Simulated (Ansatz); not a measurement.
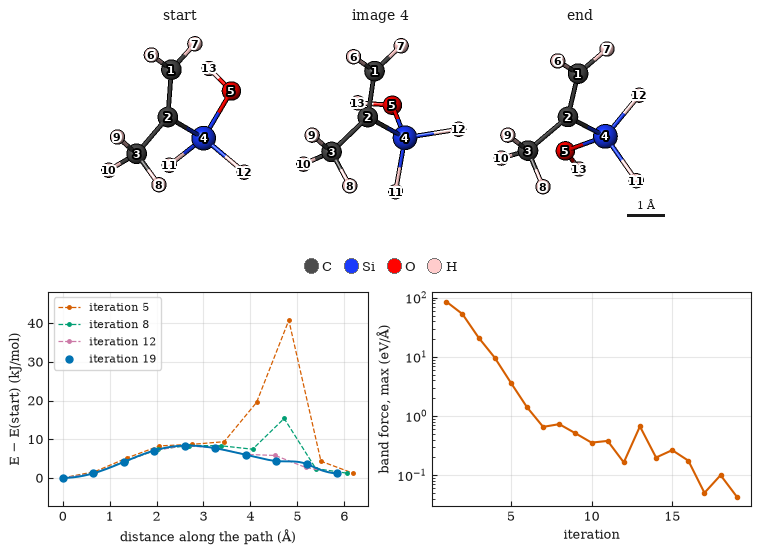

A nudged-elastic-band calculation for C3H8OSi. Images are numbered from 0 (start) to 9 (end). The plot follows the band through its iterations. The picture is a ball-and-stick view, seen from a free direction.

Theory: Ansatz, RKS PBE/def2-SVP. Set-up: 8 movable images; no climbing image; force threshold 0.05 eV/Å; iteration limit 60; starting path through a guess of the saddle point.

> How did the profile develop, and is the result final?

The run is converged, with reservations. The band converged in 19 iterations. The largest component of the band force went from 86 to 0.044 eV/Å. No image climbed, so the highest image needn't lie on the saddle point, and the true maximum along this path can be higher. The first iteration put the highest image at 1202.5 kJ/mol. Forward barrier 8.4 kJ/mol, backward barrier 7.1 kJ/mol, with image 4 at the top; the reaction energy is +1.2 kJ/mol.
